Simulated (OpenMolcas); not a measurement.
# One shape, several levels: triplet C3H4F2

Aim: a comparison of 6 runs (UHF/3-21G, UHF/6-31G*, UBHLYP/6-31G*, UPBE/6-31G*, UPBE0/6-31G*, ROMP2/6-31G*) of triplet C3H4F2. 

The results are computed with OpenMolcas 26.06.

1 further run of the same task is left out (set aside as unsound or not needed).

**1. The structure to begin with**

The species is C3H4F2 (9 atoms), meant as a triplet with charge 0. SMILES of the parent species: `F/C=C\CF`. Geometry: relaxed at PBE0-D4/def2-TZVP. This is one conformer, not always the lowest. That shape belongs to the parent species and isn't relaxed for this state.

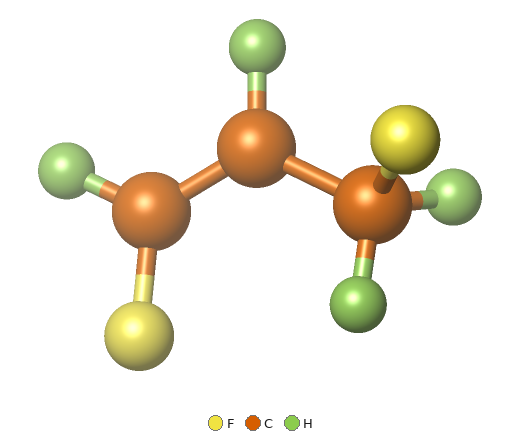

Viewed from a chosen angle; fluorine yellow, carbon orange, hydrogen green.

**2. The energy at UHF/3-21G (run 1)**

Contents of run.inp:

```
&GATEWAY
BASLIB=$CurrDir
COORD
9
angstrom
F       -1.771300       0.696200      -0.764200
C       -0.756800      -0.083800      -1.148800
C        0.269900      -0.355400      -0.364300
C        0.439500       0.155200       1.019400
F        1.656600       0.811400       1.133700
H       -0.888900      -0.458700      -2.156900
H        1.042400      -1.001300      -0.765600
H        0.449800      -0.666700       1.742700
H       -0.352600       0.856800       1.286900
BASIS=3-21G
GROUP=NoSym
&SEWARD
&SCF
UHF
SPIN=3
THRESHOLDS=1e-10 1e-07 1e-07 1e-05
PRORBITALS=1 2
```

The basis set 3-21G is read from a file made from the Basis Set Exchange's data (not shown).

Launch:

```sh
$ export MOLCAS_MEM=1860
$ pymolcas run.inp > run.log
```

Log:

```text
--- Start Module: gateway ---
[...]
--- Stop Module: gateway /rc=_RC_ALL_IS_WELL_ ---
--- Start Module: seward ---
[...]
      Basis functions           53
--- Stop Module: seward /rc=_RC_ALL_IS_WELL_ ---
[...]
--- Start Module: scf ---
[...]
       Convergence after  21 Iterations
[...]
::    Total SCF energy                               -312.9159228606
[...]
      Total spin, S                                     1.0068922368
[...]
      Total electronic charge=   40.000000
      Total            charge=   -0.000000
[...]
      Dipole Moment (debye):
      Origin of the operator (angstrom)=   -0.0320    0.3070    0.0154
                   X= -4.7324E-01               Y= -2.1249E+00               Z= -6.6882E-01           Total=  2.2774E+00
      Quadrupole Moment (debye*angstrom):
[...]
--- Stop Module: scf /rc=_RC_ALL_IS_WELL_ ---
[...]
```

Run time: 3.9 s. Hardware: 1 thread of Intel Xeon Platinum 8259CL at 2.50GHz (Skylake/Cascade Lake), shared host; peak memory 0.39 GiB.

**3. A single-point energy at UHF/6-31G(d) (spherical functions) (run 2)**

Contents of calc.inp:

```
&gateway
  baslib
  $CurrDir
  coord
  9
  angstrom
  F       -1.771300       0.696200      -0.764200
  C       -0.756800      -0.083800      -1.148800
  C        0.269900      -0.355400      -0.364300
  C        0.439500       0.155200       1.019400
  F        1.656600       0.811400       1.133700
  H       -0.888900      -0.458700      -2.156900
  H        1.042400      -1.001300      -0.765600
  H        0.449800      -0.666700       1.742700
  H       -0.352600       0.856800       1.286900
  basis
  6-31Gs
  group
  NoSym

&seward

&scf
  uhf
  spin
  3
  thresholds
  1e-10 1e-07 1e-07 1e-05
  prorbitals
  0
```

The basis set 6-31G* is read from a file made from the Basis Set Exchange's data (not shown).

Launch:

```sh
$ export MOLCAS_MEM=1860
$ pymolcas calc.inp > calc.log
```

Log:

```text
--- Start Module: gateway ---
[...]
--- Stop Module: gateway /rc=_RC_ALL_IS_WELL_ ---
--- Start Module: seward ---
[...]
      Basis functions           78
--- Stop Module: seward /rc=_RC_ALL_IS_WELL_ ---
[...]
--- Start Module: scf ---
[...]
       Convergence after  20 Iterations
[...]
::    Total SCF energy                               -314.6269517454
[...]
      Total spin, S                                     1.0072223627
[...]
      Total electronic charge=   40.000000
      Total            charge=   -0.000000
[...]
      Dipole Moment (debye):
      Origin of the operator (angstrom)=   -0.0320    0.3070    0.0154
                   X= -4.7972E-01               Y= -1.9586E+00               Z= -7.0804E-01           Total=  2.1371E+00
      Quadrupole Moment (debye*angstrom):
[...]
--- Stop Module: scf /rc=_RC_ALL_IS_WELL_ ---
[...]
```

Run time: 8.4 s. Hardware: 1 thread of Intel Xeon Platinum 8259CL at 2.50GHz (Skylake/Cascade Lake), shared host; peak memory 0.44 GiB.

Runs 3 to 5 aren't shown in full; the table further down has their settings and results.

**4. A single-point energy at ROMP2/6-31G(d) (spherical functions) (run 6)**

Contents of mol.xyz:

```xyz
9

F     -1.771300     0.696200    -0.764200
C     -0.756800    -0.083800    -1.148800
C      0.269900    -0.355400    -0.364300
C      0.439500     0.155200     1.019400
F      1.656600     0.811400     1.133700
H     -0.888900    -0.458700    -2.156900
H      1.042400    -1.001300    -0.765600
H      0.449800    -0.666700     1.742700
H     -0.352600     0.856800     1.286900
```

Contents of run.inp:

```
&GATEWAY
  BasLib=$CurrDir
  Coord=mol.xyz
  Basis=6-31Gs
  Group=NoSym

&SEWARD

&SCF
  UHF
  Spin=3
  Thresholds=1e-10 1e-07 1e-07 1e-05
  PrOrbitals=1

&RASSCF
  FileOrb=$Project.UnaOrb
  Spin=3
  Nactel=2 0 0
  Inactive=19
  Ras2=2
  OutOrbitals=Canonical
  OrbListing=NoCore

&CASPT2
  IPEA=0.0
  Frozen=5
```

The basis set 6-31G* is read from a file made from the Basis Set Exchange's data (not shown).

Launch:

```sh
$ export MOLCAS_MEM=1860
$ pymolcas run.inp > run.log
```

Log:

```text
--- Start Module: gateway ---
[...]
--- Stop Module: gateway /rc=_RC_ALL_IS_WELL_ ---
[...]
      Basis functions           78
[...]
       Convergence after  20 Iterations
[...]
::    Total SCF energy                               -314.6269517454
[...]
      Total spin, S                                     1.0072223627
[...]
--- Start Module: rasscf ---
[...]
      Number of active orbitals                  2
[...]
      Spin quantum number                      1.0
[...]
      Active orbitals                            2
[...]
      Number of CSFs                             1
[...]
      Number of root(s) required                 1
[...]
      Convergence after  7 iterations
[...]
      printout of CI-coefficients larger than  0.05 for root  1
      energy=    -314.618002
      conf/sym  11     Coeff  Weight
             1  uu   1.00000 1.00000
      Natural orbitals and occupation numbers for root  1
      sym 1:   1.000000   1.000000
      ************************************************************************************************************************
      *                                                    Final results                                                     *
[...]
::    RASSCF root number  1 Total energy:   -314.61800228
[...]
      Total electronic charge=   40.000000
      Total            charge=   -0.000000
[...]
      Dipole Moment (debye):
      Origin of the operator (angstrom)=   -0.0320    0.3070    0.0154
                   X= -4.8320E-01               Y= -1.9687E+00               Z= -7.2580E-01           Total=  2.1531E+00
      Quadrupole Moment (debye*angstrom):
[...]
--- Stop Module: rasscf /rc=_RC_ALL_IS_WELL_ ---
[...]
--- Start Module: caspt2 ---
[...]
 ###    WARNING: User changed nr of frozen orbitals.                         ###
 ###############################################################################
[...]
      E2 (Variational):          -0.6879834383
      Total energy:            -315.3059857211
[...]
      Reference weight:           0.83788
[...]
::    CASPT2 Root  1     Total energy:   -315.30598572
[...]
--- Stop Module: caspt2 /rc=_RC_ALL_IS_WELL_ ---
[...]
```

Run time: 14 s. Hardware: 1 thread of Intel Xeon Platinum 8259CL at 2.50GHz (Skylake/Cascade Lake), shared host; peak memory 0.44 GiB.

**5. All runs side by side**

```csv
run,level,integration grid,frozen core orbitals,energy (Eh),dipole moment (D),HOMO energy (eV),⟨S²⟩,wall time
1,UHF/3-21G,–,–,-312.915923,2.28,-6.90,2.021,3.9 s
2,UHF/6-31G* (spherical functions),–,–,-314.626952,2.14,-6.75,2.022,8.4 s
3,UBHLYP/6-31G* (spherical functions),UltraFine,–,-316.050618,1.93,-4.35,2.009,58 s
4,UPBE/6-31G* (spherical functions),UltraFine,–,-315.841274,1.57,-1.63,2.005,86 s
5,UPBE0/6-31G* (spherical functions),UltraFine,–,-315.863481,1.78,-3.10,2.008,63 s
6,ROMP2/6-31G* (spherical functions),–,5,-315.305986,–,–,–,14 s
```

**6. What came out**

```
           quantity          value
run 6: total energy  -315.30599 Eh
```

Over runs 1, 2, 3, 4, 5 the dipole moment (its size) runs from 1.57 D (UPBE/6-31G*) to 2.28 D (UHF/3-21G). The two ends differ in method and basis. Totals of different functionals can't be ranked against each other. All runs together took 3.9 min, the longest 86 s.
